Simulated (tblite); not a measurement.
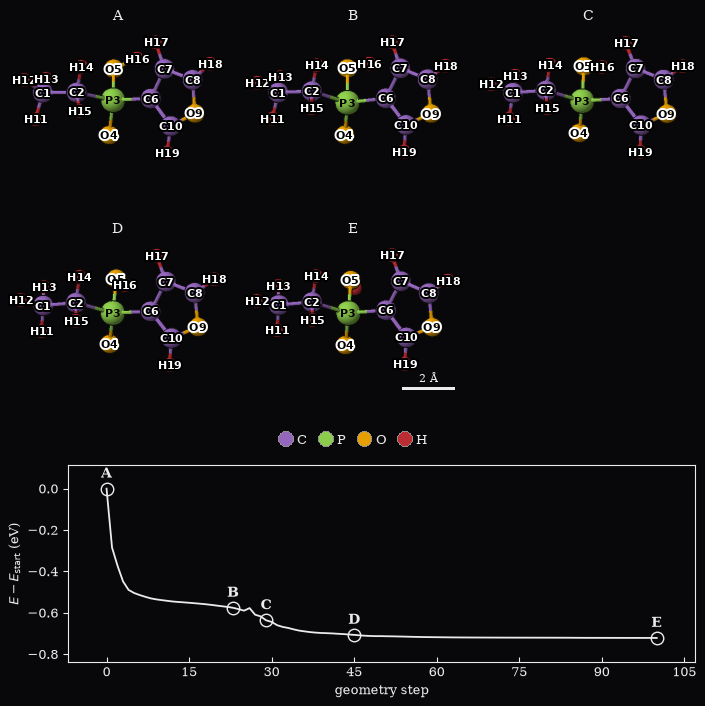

Frames of a relaxation of C₆H₉O₃P, marked on the history of the run. The picture is a ball-and-stick view, seen at a tilt.

All numbers below come from tblite 0.8.0, GFN2-xTB geometry optimisation, gas phase. 

> Describe the path.

The atom that moves furthest after the best rigid fit is H16 (1.08 Å). By element the largest moves are H 1.08 Å, O 0.28 Å, C 0.14 Å, P 0.07 Å. Near-neighbour distances that change, for instance: P3–O5 1.691 → 1.616 Å, C6–C7 1.383 → 1.421 Å, P3–O4 1.503 → 1.467 Å, O9–C10 1.302 → 1.336 Å. Bond angles that change, for instance: C2–P3–O4 108.9° → 116.6°, O9–C10–H19 126.2° → 118.6°, O9–C8–H18 124.8° → 117.3°. Groups turn about P3–O5 by about 95°, C1–C2 by about 20°. Over 100 geometry steps the energy falls by 0.721 eV. The run took 1.3 s on 1 thread of Arm Neoverse N1, on a shared host. From step 0 to 23: O5 moves most (0.30 Å), energy −0.576 eV. From step 23 to 29: H16 moves most (0.27 Å), energy −0.060 eV. From step 29 to 45: H16 moves most (0.39 Å), energy −0.070 eV. From step 45 to 100: H16 moves most (0.26 Å), energy −0.015 eV.

```json
{"step": "0", "E − E(0), eV": "0.0000"}
{"step": "1", "E − E(0), eV": "-0.2849"}
{"step": "2", "E − E(0), eV": "-0.3729"}
{"step": "3", "E − E(0), eV": "-0.4485"}
{"step": "4", "E − E(0), eV": "-0.4892"}
{"step": "5", "E − E(0), eV": "-0.5042"}
{"step": "6", "E − E(0), eV": "-0.5140"}
{"step": "7", "E − E(0), eV": "-0.5223"}
{"step": "8", "E − E(0), eV": "-0.5300"}
{"step": "9", "E − E(0), eV": "-0.5349"}
{"step": "10", "E − E(0), eV": "-0.5386"}
{"step": "15", "E − E(0), eV": "-0.5514"}
{"step": "19", "E − E(0), eV": "-0.5616"}
{"step": "24", "E − E(0), eV": "-0.5823"}
{"step": "29", "E − E(0), eV": "-0.6362"}
{"step": "34", "E − E(0), eV": "-0.6800"}
{"step": "38", "E − E(0), eV": "-0.6957"}
{"step": "43", "E − E(0), eV": "-0.7027"}
{"step": "48", "E − E(0), eV": "-0.7121"}
{"step": "53", "E − E(0), eV": "-0.7144"}
{"step": "57", "E − E(0), eV": "-0.7168"}
{"step": "62", "E − E(0), eV": "-0.7186"}
{"step": "67", "E − E(0), eV": "-0.7194"}
{"step": "72", "E − E(0), eV": "-0.7199"}
{"step": "76", "E − E(0), eV": "-0.7201"}
{"step": "81", "E − E(0), eV": "-0.7203"}
{"step": "86", "E − E(0), eV": "-0.7208"}
{"step": "91", "E − E(0), eV": "-0.7211"}
{"step": "95", "E − E(0), eV": "-0.7212"}
{"step": "100", "E − E(0), eV": "-0.7214"}
```
